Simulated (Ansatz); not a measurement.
An ideal cubic perovskite cell is held by its symmetry; such compounds can tilt or shift off centre at room temperature. The starting structures come from a database of crystals and need not be the phases stable at ambient conditions.

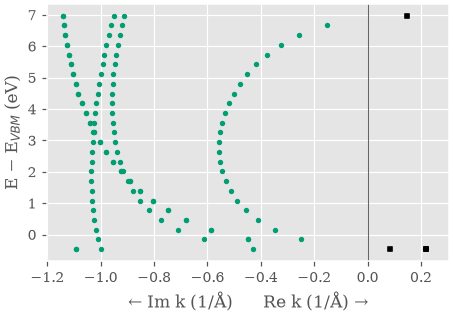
Figure: Complex bands at the centre of the two-dimensional zone; r2SCAN run with Ansatz (a first-principles code)

The gap is the functional's own. No spin-orbit coupling. Mid-gap values are those at the computed energy nearest the middle.

Task: This is NaMgF3 (Pm-3m, cubic perovskite, 5 atoms a cell, 12.3 Å³ an atom, -3 GPa at this level) along the normal of (001). Read off the slowest decay at the centre of the two-dimensional zone at 3.56 eV, the computed energy nearest the middle of the gap.

Result: κ ≈ 0.55 1/Å, a decay length 1/(2κ) of the density of 0.92 Å.
